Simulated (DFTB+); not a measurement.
## Geometry relaxation of CH$_{2}$AlClO$_{2}$

CH$_{2}$AlClO$_{2}$, computed with GFN2-xTB, R-SCC, dispersion built in (DFTB+ 25.1).

The geometry comes from this level: GFN2-xTB.

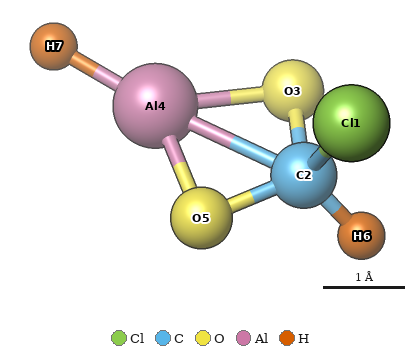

Figure 1. The structure as given in the input (ball-and-stick view, seen at a tilt; atoms are numbered from 1 in the order of the input). Sticks mark near contacts. Bond lengths as drawn: Al–C 2.14 Å, Al–H 1.48 Å, Al–O 1.73 Å, C–Cl 1.77 Å, C–H 1.09 Å and C–O 1.39 Å.

Summary:

```json
{"quantity": "outcome", "value": "converged"}
{"quantity": "Mermin free energy", "value": "−16.990211 hartree"}
{"quantity": "basis functions", "value": "32"}
{"quantity": "largest force", "value": "0.002 eV/Å"}
{"quantity": "HOMO", "value": "−11.92 eV"}
{"quantity": "LUMO", "value": "−7.89 eV"}
{"quantity": "dipole moment", "value": "3.09 D"}
{"quantity": "hardware", "value": "1 thread of Intel Xeon (Sapphire Rapids), 32 GiB of memory available, shared host"}
{"quantity": "peak memory", "value": "0.073 GiB"}
```

Settings chosen away from the usual ones: gtol.

Input file (dftb_in.hsd):
```
Geometry = GenFormat {
  <<< "geo.gen"
}
Driver = GeometryOptimisation {
  Optimiser = Rational {}
  MaxSteps = 200
  Convergence = {
    GradElem = 0.0001
  }
  AppendGeometries = Yes
}
Hamiltonian = xTB {
  Method = "GFN2-xTB"
  Charge = 0
  SCCTolerance = 1e-08
}
Analysis = {
  PrintForces = Yes
}
Options = {
  WriteResultsTag = Yes
}
ParserOptions = {
  ParserVersion = 14
}
```

File geo.gen:
```
7 C
Cl C O Al H
   1  1     -0.202590     -1.775900      1.202720
   2  2      0.114610     -0.073240      0.832650
   3  3     -1.014630      0.472020      0.234330
   4  4     -0.099850      0.426840     -1.234760
   5  3      1.138470     -0.003260     -0.104140
   6  5      0.371930      0.426900      1.766700
   7  5     -0.307940      0.526630     -2.697490
```

Command:
```bash
dftb+ > output.log
```

The program's output:
```
|  DFTB+ development version (commit: a23bfb2)

Reading input file 'dftb_in.hsd'
Parser version: 14

--------------------------------------------------------------------------------

Processed input in HSD format written to 'dftb_pin.hsd'

Starting initialization...
--------------------------------------------------------------------------------
OpenMP threads:              1
Chosen random seed:          249802224
Current stacksize:           unlimited
Mode:                        Geometry optimisation relaxation
Self consistent charges:     Yes
SCC-tolerance:                 0.100000E-07
Max. scc iterations:                    100
Shell resolved Hubbard:      Yes
Spin polarisation:           No
Nr. of up electrons:            14.000000
Nr. of down electrons:          14.000000
Periodic boundaries:         No
Electronic solver:           Relatively robust
Mixer:                       Broyden mixer
Mixing parameter:                  0.200000
Nr. of chrg. vec. in memory:            100
Max. SCC-cycles:                        100
Max. nr. of geometry steps:             200
tblite library version:      0.3.0
-> parametrization:          GFN2-xTB
-> repulsion:                Yes
-> dispersion:               Yes
-> halogen bonding:          No
-> electrostatics:           Yes
   -> isotropic:             Yes
   -> anisotropic:           Yes
   -> third-order:           Yes
Electronic temperature:              0.950045E-03 H      0.258520E-01 eV
Initial charges:             Set automatically (system chrg:   0.000E+00)
Included shells:            Cl:  s, p, d
                             C:  s, p
                             O:  s, p
                            Al:  s, p, d
                             H:  s
Extra options:
                             Mulliken analysis
                             Force calculation
Force type                   original

--------------------------------------------------------------------------------

***  Geometry step: 0

 iSCC Total electronic   Diff electronic      SCC error
    1   -0.16694400E+02    0.00000000E+00    0.19270065E+01
    2   -0.16920324E+02   -0.16694400E+02    0.19316871E+01
    3   -0.17038065E+02   -0.22592351E+00    0.11237838E+01
    4   -0.17032198E+02   -0.11774148E+00    0.76145725E+00
    5   -0.17046844E+02    0.58670519E-02    0.24060931E+00
    6   -0.17054147E+02   -0.14645892E-01    0.47372527E-01
    7   -0.17054833E+02   -0.73024589E-02    0.71857773E-01
    8   -0.17055530E+02   -0.68620313E-03    0.35815487E-01
    9   -0.17055565E+02   -0.69666664E-03    0.48763905E-01
   10   -0.17055719E+02   -0.35727537E-04    0.18625390E-01
   11   -0.17056109E+02   -0.15385666E-03    0.24678054E-01
   12   -0.17056174E+02   -0.38929097E-03    0.18668077E-01
   13   -0.17056190E+02   -0.65737776E-04    0.11398178E-01
   14   -0.17056201E+02   -0.16097753E-04    0.16042233E-02
   15   -0.17056201E+02   -0.10284750E-04    0.50669224E-03
   16   -0.17056200E+02   -0.12576417E-06    0.20381603E-03
   17   -0.17056199E+02    0.10520445E-05    0.94670580E-04
   18   -0.17056199E+02    0.52984584E-06    0.51606746E-04
   19   -0.17056199E+02   -0.87959709E-07    0.90089249E-04
   20   -0.17056199E+02    0.28881237E-06    0.44313502E-04
   21   -0.17056199E+02   -0.62742995E-07    0.45929913E-05
   22   -0.17056199E+02   -0.78239189E-07    0.29978938E-05
   23   -0.17056199E+02    0.27948996E-07    0.20411106E-05
   24   -0.17056199E+02   -0.19400723E-07    0.26517652E-06
   25   -0.17056199E+02   -0.29578828E-09    0.20214671E-06
   26   -0.17056199E+02    0.18034996E-09    0.24526974E-08

Total Energy:                      -16.9902111155 H         -462.3272 eV
Extrapolated to 0K:                -16.9902111155 H         -462.3272 eV
Total Mermin free energy:          -16.9902111155 H         -462.3272 eV
Force related energy:              -16.9902111155 H         -462.3272 eV

total energy  -1.6990211E+01 H       energy change -1.6990211E+01 H
gradient norm  4.5682703E-04 H/a0    max. gradient  3.2022797E-04 H/a0
step length    0.0000000E+00 a0      max. step      0.0000000E+00 a0

--------------------------------------------------------------------------------

***  Geometry step: 1

 iSCC Total electronic   Diff electronic      SCC error
    1   -0.17056167E+02    0.00000000E+00    0.41278315E-03
    2   -0.17056167E+02    0.31822245E-04    0.34171928E-03
    3   -0.17056165E+02    0.53936320E-06    0.11376697E-03
    4   -0.17056164E+02    0.21704297E-05    0.46146094E-04
    5   -0.17056164E+02    0.35483531E-06    0.26172663E-04
    6   -0.17056165E+02   -0.14476775E-06    0.20536547E-04
    7   -0.17056165E+02   -0.22825344E-06    0.11191057E-04
    8   -0.17056165E+02   -0.29006224E-06    0.45894062E-05
    9   -0.17056165E+02   -0.15996179E-06    0.22919720E-05
   10   -0.17056165E+02   -0.34876312E-07    0.66542806E-06
   11   -0.17056165E+02   -0.20972678E-07    0.20056626E-06
   12   -0.17056165E+02   -0.13837074E-08    0.16510698E-06
   13   -0.17056165E+02    0.10790302E-09    0.10008746E-06
   14   -0.17056165E+02   -0.64279604E-09    0.15095467E-07
   15   -0.17056165E+02   -0.94952313E-09    0.52047437E-08

Total Energy:                      -16.9902112810 H         -462.3272 eV
Extrapolated to 0K:                -16.9902112810 H         -462.3272 eV
Total Mermin free energy:          -16.9902112810 H         -462.3272 eV
Force related energy:              -16.9902112810 H         -462.3272 eV

total energy  -1.6990211E+01 H       energy change -1.6557936E-07 H
gradient norm  2.7516331E-04 H/a0    max. gradient  1.9213664E-04 H/a0
step length    4.5682703E-04 a0      max. step      3.2022797E-04 a0

--------------------------------------------------------------------------------

***  Geometry step: 2

 iSCC Total electronic   Diff electronic      SCC error
    1   -0.17056118E+02    0.00000000E+00    0.77286583E-03
    2   -0.17056117E+02    0.47587827E-04    0.62528860E-03
    3   -0.17056114E+02    0.66845731E-06    0.18857802E-03
    4   -0.17056114E+02    0.28090317E-05    0.64853058E-04
    5   -0.17056114E+02    0.51188259E-06    0.38480901E-04
    6   -0.17056114E+02   -0.32964374E-06    0.30359111E-04
    7   -0.17056115E+02   -0.32711707E-06    0.16304119E-04
    8   -0.17056115E+02   -0.43736901E-06    0.79266318E-05
    9   -0.17056115E+02   -0.20410929E-06    0.47472476E-05
   10   -0.17056115E+02   -0.55796960E-07    0.11342758E-05
   11   -0.17056115E+02   -0.54443088E-07    0.21001522E-06
   12   -0.17056115E+02   -0.76889393E-08    0.17565693E-06
   13   -0.17056115E+02    0.52462212E-09    0.11328154E-06
   14   -0.17056115E+02   -0.12303403E-09    0.40795687E-07
   15   -0.17056115E+02   -0.78566131E-09    0.77268694E-08

Total Energy:                      -16.9902113856 H         -462.3272 eV
Extrapolated to 0K:                -16.9902113856 H         -462.3272 eV
Total Mermin free energy:          -16.9902113856 H         -462.3272 eV
Force related energy:              -16.9902113856 H         -462.3272 eV

total energy  -1.6990211E+01 H       energy change -1.0459819E-07 H
gradient norm  1.0092195E-04 H/a0    max. gradient  4.6959826E-05 H/a0
step length    7.0287437E-04 a0      max. step      5.2252633E-04 a0

Geometry converged

--------------------------------------------------------------------------------
--------------------------------------------------------------------------------
SCC                                    +       0.03 ( 78.4%)       0.09 ( 91.8%)
--------------------------------------------------------------------------------
Missing                                +       0.01 ( 21.6%)       0.01 (  8.2%)
Total                                  =       0.04 (100.0%)       0.10 (100.0%)
--------------------------------------------------------------------------------
```

Trajectory as extended XYZ (Å, eV, eV/Å), 3 frames, from step=0 to step=2:
```
7
Properties=species:S:1:pos:R:3 step=0 energy=-462.32720
Cl   -0.2026   -1.7759    1.2027
C     0.1146   -0.0732    0.8327
O    -1.0146    0.4720    0.2343
Al   -0.0998    0.4268   -1.2348
O     1.1385   -0.0033   -0.1041
H     0.3719    0.4269    1.7667
H    -0.3079    0.5266   -2.6975
7
Properties=species:S:1:pos:R:3 step=1 energy=-462.32720
Cl   -0.2026   -1.7759    1.2027
C     0.1146   -0.0734    0.8327
O    -1.0147    0.4721    0.2343
Al   -0.0998    0.4268   -1.2347
O     1.1385   -0.0032   -0.1042
H     0.3720    0.4270    1.7668
H    -0.3080    0.5266   -2.6976
7
Properties=species:S:1:pos:R:3 step=2 energy=-462.32720
Cl   -0.2026   -1.7759    1.2027
C     0.1146   -0.0737    0.8327
O    -1.0147    0.4721    0.2343
Al   -0.0999    0.4269   -1.2347
O     1.1386   -0.0031   -0.1042
H     0.3720    0.4271    1.7668
H    -0.3080    0.5266   -2.6977
```

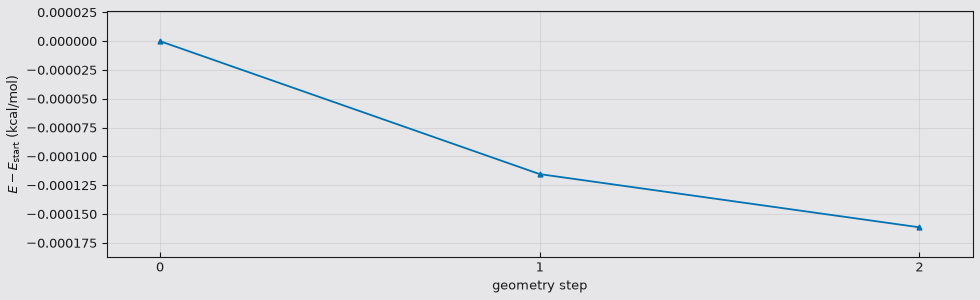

Figure 2. Progress of the relaxation, step by step (steps are counted from 0). The energy falls by next to nothing (0.0 kcal/mol) in 2 geometry steps. No atom moves by more than 0.005 Å after the best rigid fit.

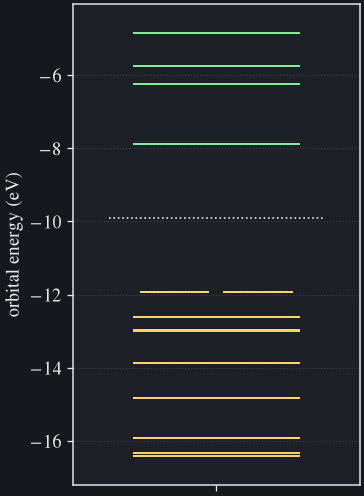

Figure 3. Orbital energies near the frontier; the dotted line parts filled from empty levels, and levels within 0.02 eV of each other stand side by side. Highest filled −11.92 eV, lowest empty −7.89 eV, 4.03 eV apart.
